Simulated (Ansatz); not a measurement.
A series of calculations on C2H3AlSi

Part 1: Relaxation

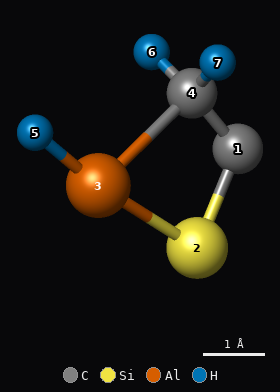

Starting structure of C2H3AlSi. The picture is a ball-and-stick view, seen from a free direction.

The run prepares an end point of a later path (hydrogen shift) calculation, from a guessed geometry.

Computed with Ansatz 0.2.0, UKS revPBE/def2-SVP.

Input
```yaml
crystal:
  periodic: [false, false, false]
  atoms:
    - { symbol: C, position_ang: [-1.22, -0.6835, 0.84247] }
    - { symbol: Si, position_ang: [0.20546, -1.67417, 1.27819] }
    - { symbol: Al, position_ang: [1.49622, -0.28603, -0.14697] }
    - { symbol: C, position_ang: [-0.81658, 0.29616, -0.02987] }
    - { symbol: H, position_ang: [2.2292, 0.76266, -1.16549] }
    - { symbol: H, position_ang: [-0.77778, 1.33992, 0.30453] }
    - { symbol: H, position_ang: [-1.11652, 0.24497, -1.08285] }
magnetization:
  spin_polarized: true
basis:
  gaussian: { orbitals: def2-SVP }
hamiltonian:
  xc: revpbe
relax:
  f_tol: 0.02
  max_steps: 50
```

Run as
```bash
ansatz run input.yaml --threads 2 --pin off --max-ram 3072MiB --backend cpu --events-out ev --progress --plain --runs-dir out
```

> Predict the outcome.

C1 moves most after the best rigid fit: 0.80 Å. Largest moves by element: C 0.80 Å, Si 0.32 Å, H 0.31 Å, Al 0.22 Å. Some distances before and after: C1–Al3 2.918 → 2.009 Å, Si2–C4 2.576 → 3.154 Å, Al3–C4 2.388 → 2.575 Å, Al3–H5 1.635 → 1.598 Å. Among the angles between lasting bonds that change: Si2–C1–C4 108.4° → 175.2°, C1–Si2–Al3 87.9° → 55.3°, H6–C4–H7 110.3° → 115.5°. The energy falls by 250.5 kJ/mol in 10 geometry steps. The largest force component goes from 1.6 to 0.0096 eV/Å.

Step by step:

| step | E − E(0), kJ/mol | largest force component, eV/Å |
| --- | --- | --- |
| 0 | 0.00 | 1.6090 |
| 1 | -21.60 | 0.8875 |
| 2 | -50.81 | 2.7508 |
| 3 | -99.43 | 3.4150 |
| 4 | -174.12 | 2.6880 |
| 5 | -217.63 | 1.5526 |
| 6 | -243.61 | 0.4219 |
| 7 | -249.32 | 0.1639 |
| 8 | -249.62 | 0.2008 |
| 9 | -250.48 | 0.0550 |
| 10 | -250.50 | 0.0096 |

Final geometry:

```xyz
7

C    -0.4703   -0.5762    0.5741
Si    0.2881   -1.9312    1.4581
Al    1.4477   -0.4453   -0.0085
C    -0.9492    0.4858   -0.1473
H     2.1134    0.6066   -1.0103
H    -1.0355    1.5007    0.2878
H    -1.3943    0.3596   -1.1537
```

The end point in the same view:

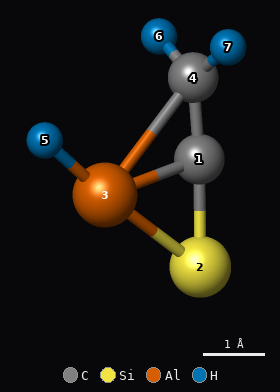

Part 2: Relaxation

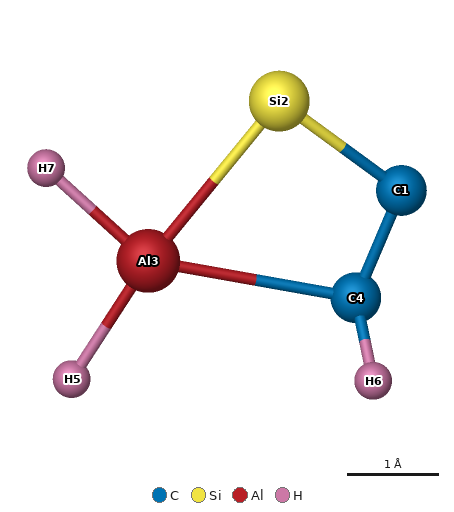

This is the input geometry for a relaxation of C$_{2}$H$_{3}$AlSi. A ball-and-stick model, seen at a tilt.

The run prepares an end point of a later path (hydrogen shift) calculation, from a guessed geometry.

All numbers below come from Ansatz, UKS revPBE/def2-SVP.

Input file:
```yaml
crystal:
  periodic: [false, false, false]
  atoms:
    - { symbol: C, position_ang: [-1.22, -0.6835, 0.84247] }
    - { symbol: Si, position_ang: [0.20546, -1.67417, 1.27819] }
    - { symbol: Al, position_ang: [1.49622, -0.28603, -0.14697] }
    - { symbol: C, position_ang: [-0.81658, 0.29616, -0.02987] }
    - { symbol: H, position_ang: [2.2292, 0.76266, -1.16549] }
    - { symbol: H, position_ang: [-0.77778, 1.33992, 0.30453] }
    - { symbol: H, position_ang: [2.56431, -1.39284, -0.07116] }
magnetization:
  spin_polarized: true
basis:
  gaussian: { orbitals: def2-SVP }
hamiltonian:
  xc: revpbe
relax:
  f_tol: 0.02
  max_steps: 50
```

Command:
```bash
ansatz run input.yaml --threads 2 --pin off --max-ram 3072MiB --backend cpu --events-out ev --progress --plain --runs-dir out
```

What does the optimiser find from here?

Answer. The energy falls by 83.8 kcal/mol in 22 accepted moves (24 points after the start). Largest force component: 2.2 eV/Å at the start, 0.0038 eV/Å at the end. The line search rejected the trial steps at points 19, 21 of the run. H7 moves most after the best rigid fit: 1.48 Å. By element the largest moves are H 1.48 Å, Si 1.18 Å, C 0.79 Å, Al 0.08 Å. Near-neighbour distances that change, for instance: C1–Al3 2.918 → 2.186 Å, Si2–C4 2.576 → 3.030 Å, Si2–Al3 2.372 → 2.810 Å, Al3–C4 2.388 → 2.063 Å. Bond angles that change, for instance: Si2–Al3–H5 173.5° → 105.6°, Si2–C1–C4 108.4° → 156.8°, Al3–C4–H6 102.3° → 150.4°. Cost: 40 s on 2 threads of Intel(R) Xeon(R) Platinum 8488C (Sapphire Rapids), on a shared host, peak memory 0.2 GiB.

Step by step:

```tsv
step	E − E(0), kcal/mol	largest force component, eV/Å	note
0	0.00	2.2482	
1	-17.64	1.7857	
2	-29.07	1.1523	
3	-37.29	2.0101	
4	-40.69	1.1703	
5	-47.10	1.0344	
6	-53.59	0.8888	
7	-57.97	0.7212	
8	-63.26	0.8403	
9	-67.52	0.9480	
10	-70.53	0.4388	
11	-72.08	0.2391	
12	-73.03	0.3570	
13	-74.27	0.2915	
14	-75.89	0.2377	
15	-77.89	0.3896	
16	-80.14	0.4081	
17	-81.86	0.5905	
18	-83.34	0.3711	
19	-83.10	0.4398	rejected
20	-83.73	0.1300	
21	-83.72	0.1538	rejected
22	-83.76	0.0570	
23	-83.77	0.0242	
24	-83.77	0.0038
```

Final geometry:

```xyz
7

C    -0.5687   -0.6348    0.5484
Si   -0.2662   -2.3774    0.4526
Al    1.4505   -0.2489   -0.1937
C    -0.2947    0.6529    0.4373
H     1.6302   -0.3071   -1.7825
H    -0.8836    1.5621    0.6451
H     2.6134   -0.2844    0.9046
```

After the run, drawn alike:

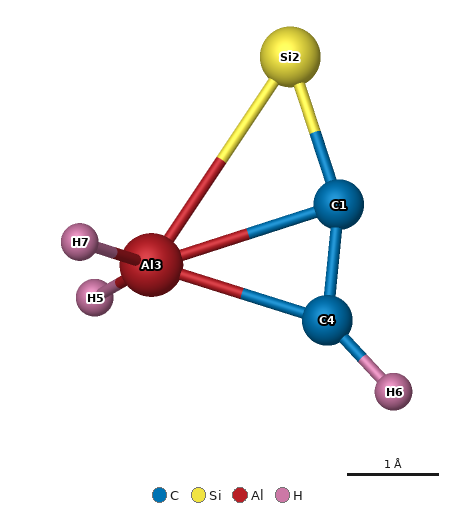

Part 3: Path

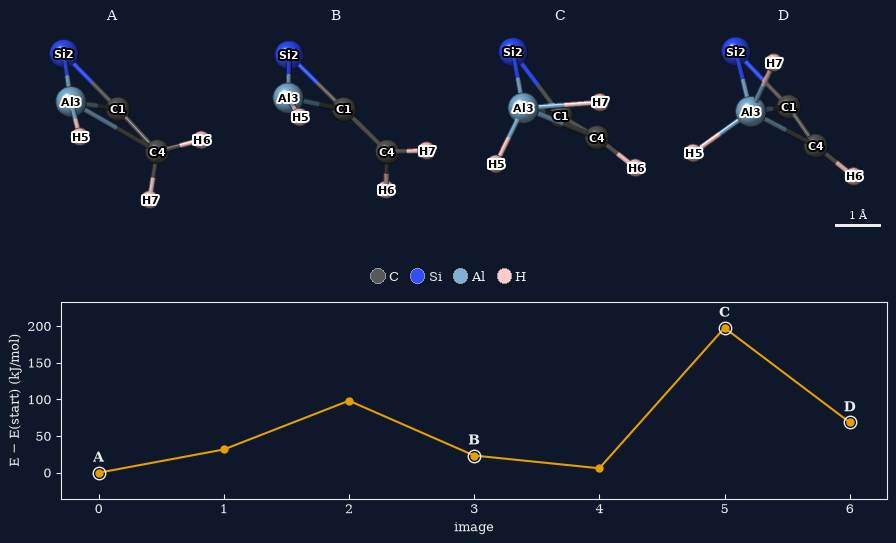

NEB run on C₂H₃AlSi. Images are numbered from 0 (start) to 6 (end). Frames A to D are images 0, 3, 5, 6. The picture is a ball-and-stick view, seen from a free direction.

Theory: Ansatz 0.2.0, UKS revPBE/def2-SVP. Set-up: 5 movable images; climbing image; force threshold 0.03 eV/Å; iteration limit 60; starting path through a guess of the saddle point.

Describe the mechanism and the energy profile.

The energy climbs by 197.7 kJ/mol to image 5 and then falls by 129.0 kJ/mol, so the end point sits at +68.7 kJ/mol. The profile has 2 maxima (images 2, 5) with a dip at image 4 (+6.1 kJ/mol), so the process runs in steps. The path has more than one stage, and so few images may leave a stage unresolved. Breaking: C4–H7 (1.11 → 1.51 at the top → 3.09 Å). Forming: Al3–H7 (3.17 → 1.74 at the top → 1.60 Å). The band converged in 39 iterations. The largest component of the band force went from 69 to 0.02 eV/Å. The climbing image converged on the top of the path. Its vibrational analysis gives one imaginary mode (974i cm⁻¹), as a transition state must have.

Cost: 5.3 min on 2 threads of Intel(R) Xeon(R) Platinum 8488C (Sapphire Rapids), on a shared host, peak memory 0.21 GiB.
